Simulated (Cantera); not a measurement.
Input: 1 mol Ti, 2.6 mol CO, 4.4 mol H2, equilibrated at 1300 K.

Cantera equilibrium calculation (NASA polynomials, part measured and part estimated; ideal gas, pure solids and liquids). Candidate condensed phases: C, C6H6, C7H8, C8H18, H2O, Ti, TiC, TiO, TiO2, Ti2O3, Ti3O5, Ti4O7; 113 gas species. Mutual solubility and eutectic melting of coexisting phases are not modelled. TiC: taken at fixed stoichiometry. Condensed phases not in the tables: Magnéli phases beyond Ti4O7. Gases not in the tables: TiO(OH)2. Equilibrium is a limit: real reactors are often held back by kinetics, nucleation or transport.

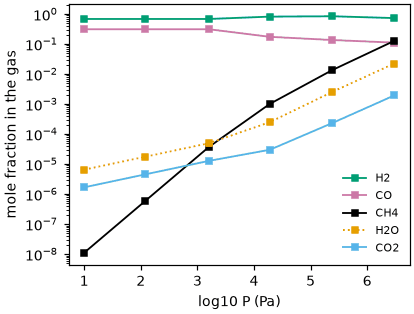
Figure. Equilibrium gas composition (values under 1e-9 drawn at 1e-9)

From 0.0750 Torr to 12.0 Torr the condensed part is TiC(s) + Ti2O3(s). At 143 Torr the condensed part is C(graphite) + Ti3O5(s). At 1800 Torr the condensed part is C(graphite) + TiO2(rutile) + Ti4O7(s). At 22500 Torr the condensed part is C(graphite) + TiO2(rutile).
